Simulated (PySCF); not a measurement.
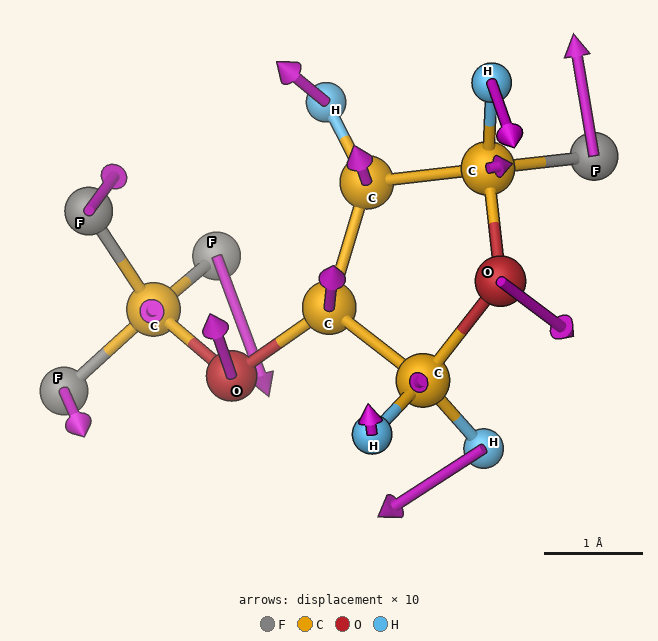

A relaxation of C$_{5}$H$_{4}$F$_{4}$O$_{2}$. The starting structure is drawn; purple arrows show the displacements, magnified 10 times. The two geometries are superimposed by the best rigid fit.

Style: ball-and-stick. Shown at a tilt.

The start comes from GFN2-xTB. Its atoms were then displaced at random by about 0.01 Å.

Level of theory: PBE0-D3(BJ)/def2-SVP geometry optimisation, gas phase (PySCF). 

### What happened in the run?

The largest move after the best rigid fit is that of an F atom, 0.16 Å. By element the largest moves are F 0.16 Å, H 0.15 Å, O 0.14 Å, C 0.07 Å. Among the contacts that change: C–F 1.359 → 1.326 Å, C–C 1.526 → 1.494 Å, C–F 1.407 → 1.375 Å, C–F 1.335 → 1.314 Å. Bond angles that change, for instance: C–C–C 107.2° → 110.9°, C–O–C 116.2° → 119.7°, O–C–F 114.4° → 111.9°. Over 10 geometry steps the energy falls by 16.3 kJ/mol. The run took 2.8 min on 1 thread of Arm Neoverse V1, with other jobs on the host.
